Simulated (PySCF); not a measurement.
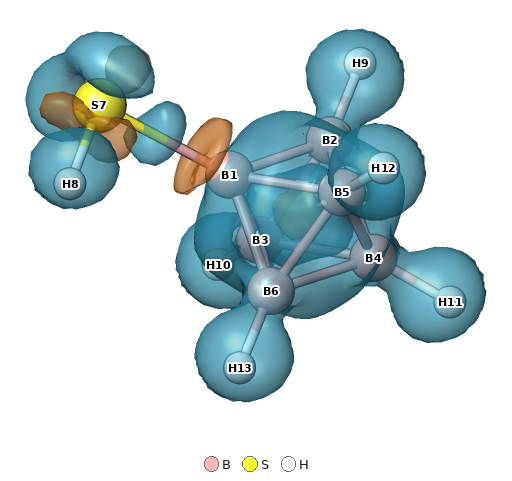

Figure. [closo-1-(SH)B6H5]2- (B6H6S, charge −2). Deformation density (molecule less spherical, spin-averaged free atoms at the same positions), surfaces at ±0.07 e/Å³; light blue: gain, orange: loss.

PySCF calculation, B3LYP/aug-cc-pVDZ, gas phase; geometry: GFN2-xTB. The highest occupied orbitals have positive energy: in the gas phase this ion holds its electrons only through the finite basis. This is a single-reference result, which may miss multireference character in this system. No frequency check shows the geometry to be a minimum. GFN2-xTB bond lengths at metals and heavier atoms can be off by up to 0.1 Å and shapes distorted, which carries into these values.

Coordinates in Å:

```
B1      -0.1454    0.0600    0.0003
B2       1.0725    1.2093    0.1210
B3       1.0319    0.1182   -1.2117
B4       2.2074   -0.0589    0.0005
B5       1.0197   -0.1227    1.2112
B6       0.9539   -1.2082   -0.1214
S7      -2.2426    0.0871    0.0001
H8      -2.3386   -1.2440   -0.0008
H9       1.1372    2.4474    0.2440
H10      1.0372    0.2399   -2.4519
H11      3.4569   -0.1229    0.0004
H12      1.0114   -0.2504    2.4518
H13      0.8780   -2.4510   -0.2437
```

> How much density has each bond gained at its critical point, relative to the free atoms?

The five largest and four smallest: B3–H10: +0.24 e/Å³ at the bond critical point (bond length 1.25 Å). B2–H9: +0.24 e/Å³ at the bond critical point (bond length 1.25 Å). B5–H12: +0.24 e/Å³ at the bond critical point (bond length 1.25 Å). B6–H13: +0.24 e/Å³ at the bond critical point (bond length 1.25 Å). B4–H11: +0.23 e/Å³ at the bond critical point (bond length 1.25 Å). B5–B6: +0.15 e/Å³ at the bond critical point (bond length 1.72 Å). B2–B5: +0.15 e/Å³ at the bond critical point (bond length 1.72 Å). B2–B3: +0.15 e/Å³ at the bond critical point (bond length 1.72 Å). B1–S7: −0.03 e/Å³ at the bond critical point (bond length 2.10 Å); up to 0.6 Å beside the axis the gain reaches +0.16 e/Å³. In all, 3.5 electrons gather in the regions of gain relative to the promolecule of neutral atoms (this includes the anion's extra charge). A small or negative value marks a very polar bond, one between electron-rich atoms, whose free-atom densities already overlap strongly, a long bond to a heavier atom, or a closed-shell contact such as a hydrogen bond.
